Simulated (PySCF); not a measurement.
Vertical excitations of a molecule C2H10OSi3 from TDA-PBE/def2-SVPD (PySCF), as energy in eV (oscillator strength): 5.04 (0.020), 5.34 (0.009), 5.68 (0.041), 5.73 (0.003), 5.81 (0.013), 5.85 (0.042). Lowest triplet (TDA): 4.59 eV. Coordinates come from a PBE-D3(BJ)/def2-SVP optimisation. The values are those of a single conformer.

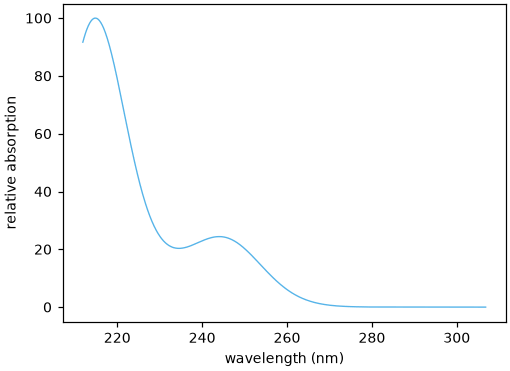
Fig. 1. The lines broadened by 0.4 eV.

### Question
Identify the compound among the candidates.
A. O[Si@H]1C[SiH2]C[SiH2]1
B. [SiH3]/C=C/[SiH2]O[SiH3]
C. C=C([SiH3])[SiH2]O[SiH3]
D. O[C@@H]1C[Si@H]([SiH3])[SiH2]1

### Answer
D, O[C@@H]1C[Si@H]([SiH3])[SiH2]1
